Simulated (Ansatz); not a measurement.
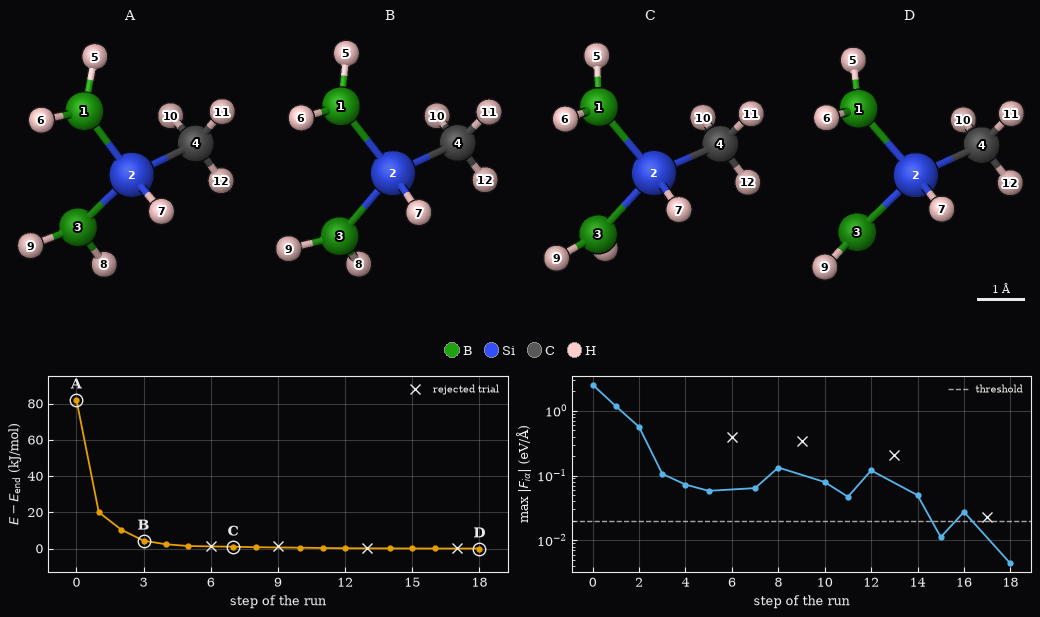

Frames of a relaxation of CH$_{8}$B$_{2}$Si, marked on the history of the run. Style: ball-and-stick. Shown at a tilt.

The run prepares the start of a later molecular dynamics calculation, from a guessed geometry.

Level of theory: RKS B3LYP/6-31G* (Ansatz 0.2.0).

Input file:
```yaml
crystal:
  periodic: [false, false, false]
  atoms:
    - { symbol: B, position_ang: [-1.1378, 1.4484, -0.0451] }
    - { symbol: Si, position_ang: [0.2952, 0.2737, 0.2168] }
    - { symbol: B, position_ang: [-0.2003, -1.005, 1.5812] }
    - { symbol: C, position_ang: [0.7468, -0.6137, -1.378] }
    - { symbol: H, position_ang: [-1.7001, 1.5579, -1.1345] }
    - { symbol: H, position_ang: [-1.5787, 2.1718, 0.837] }
    - { symbol: H, position_ang: [1.5108, 1.0397, 0.6431] }
    - { symbol: H, position_ang: [0.5482, -1.951, 1.6952] }
    - { symbol: H, position_ang: [-0.6603, -0.5784, 2.6265] }
    - { symbol: H, position_ang: [-0.2184, -1.198, -1.6706] }
    - { symbol: H, position_ang: [0.9301, 0.1111, -2.1398] }
    - { symbol: H, position_ang: [1.5415, -1.3117, -1.1979] }
basis:
  gaussian: { orbitals: "6-31G*" }
hamiltonian:
  xc: b3lyp
relax:
  f_tol: 0.02
  max_steps: 40
scf:
  lower_state_search: "off"
output:
  orbitals: {}
```

Command:
```bash
ansatz run input.yaml --threads 1 --pin off --max-ram 2048MiB --backend cpu --events-out ev --progress --plain --runs-dir out
```

Question: Describe the path.

Answer: The atom that moves furthest after the best rigid fit is H8 (1.08 Å). By element the largest moves are H 1.08 Å, B 0.16 Å, C 0.13 Å, Si 0.10 Å. Among the contacts that change: B1–Si2 1.871 → 2.022 Å, Si2–B3 1.934 → 2.022 Å, C4–H10 1.166 → 1.096 Å, B1–H5 1.231 → 1.197 Å. Among the angles between lasting bonds that change: H11–C4–H12 115.7° → 107.7°, Si2–B3–H8 115.1° → 122.0°, B1–Si2–B3 108.5° → 102.2°. Groups turn about B1–Si2 by about 20°. After 14 accepted moves (18 points after the start) the energy has fallen by 82.2 kJ/mol. The largest force component goes from 2.5 to 0.0044 eV/Å. The line search rejected the trial steps at points 6, 9, 13, 17 of the run. Cost: 49 s on 1 thread of Intel(R) Xeon(R) 6975P-C (Granite Rapids), with other jobs on the host, peak memory 0.17 GiB. From step 0 to 3: B3 moves most (0.22 Å), energy −77.9 kJ/mol. From step 3 to 7: H8 moves most (0.49 Å), energy −3.34 kJ/mol. From step 7 to 18: H8 moves most (0.47 Å), energy −0.96 kJ/mol.

```json
{"step": "0", "E − E(0), kJ/mol": "0.00", "largest force component, eV/Å": "2.5254", "note": ""}
{"step": "1", "E − E(0), kJ/mol": "-62.16", "largest force component, eV/Å": "1.1738", "note": ""}
{"step": "2", "E − E(0), kJ/mol": "-71.77", "largest force component, eV/Å": "0.5620", "note": ""}
{"step": "3", "E − E(0), kJ/mol": "-77.90", "largest force component, eV/Å": "0.1061", "note": ""}
{"step": "4", "E − E(0), kJ/mol": "-79.86", "largest force component, eV/Å": "0.0724", "note": ""}
{"step": "5", "E − E(0), kJ/mol": "-80.85", "largest force component, eV/Å": "0.0580", "note": ""}
{"step": "6", "E − E(0), kJ/mol": "-80.65", "largest force component, eV/Å": "0.3972", "note": "rejected"}
{"step": "7", "E − E(0), kJ/mol": "-81.24", "largest force component, eV/Å": "0.0639", "note": ""}
{"step": "8", "E − E(0), kJ/mol": "-81.49", "largest force component, eV/Å": "0.1328", "note": ""}
{"step": "9", "E − E(0), kJ/mol": "-80.75", "largest force component, eV/Å": "0.3398", "note": "rejected"}
{"step": "10", "E − E(0), kJ/mol": "-81.75", "largest force component, eV/Å": "0.0793", "note": ""}
{"step": "11", "E − E(0), kJ/mol": "-81.93", "largest force component, eV/Å": "0.0469", "note": ""}
{"step": "12", "E − E(0), kJ/mol": "-82.05", "largest force component, eV/Å": "0.1197", "note": ""}
{"step": "13", "E − E(0), kJ/mol": "-81.78", "largest force component, eV/Å": "0.2080", "note": "rejected"}
{"step": "14", "E − E(0), kJ/mol": "-82.14", "largest force component, eV/Å": "0.0497", "note": ""}
{"step": "15", "E − E(0), kJ/mol": "-82.18", "largest force component, eV/Å": "0.0112", "note": ""}
{"step": "16", "E − E(0), kJ/mol": "-82.20", "largest force component, eV/Å": "0.0274", "note": ""}
{"step": "17", "E − E(0), kJ/mol": "-82.20", "largest force component, eV/Å": "0.0226", "note": "rejected"}
{"step": "18", "E − E(0), kJ/mol": "-82.20", "largest force component, eV/Å": "0.0044", "note": ""}
```
